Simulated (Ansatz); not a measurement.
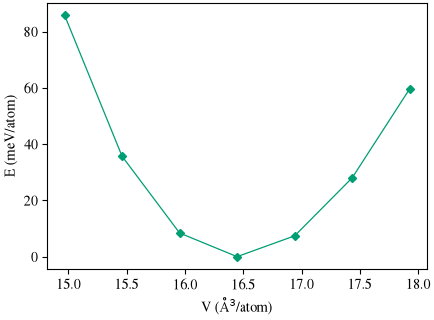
*InRh (CsCl type, space group No. 221) under volume change, r²SCAN in the plane-wave PAW code Ansatz, scaled uniformly.*

### Question
What does a third-order Birch–Murnaghan fit give for V₀, B₀ and B′?

### Answer
V₀ = 16.45 Å³/atom, B₀ = 170 GPa, B′ = 5.1.

Space group Pm-3m (CsCl type). The workflow started from an entry of the Crystallography Open Database (COD). Its standing as an ambient phase is unchecked. Symmetry was held in the r²SCAN relaxation; its stability against distortions is not shown here. No spin polarisation was allowed.

Potentials: the later of the program's two PAW sets.
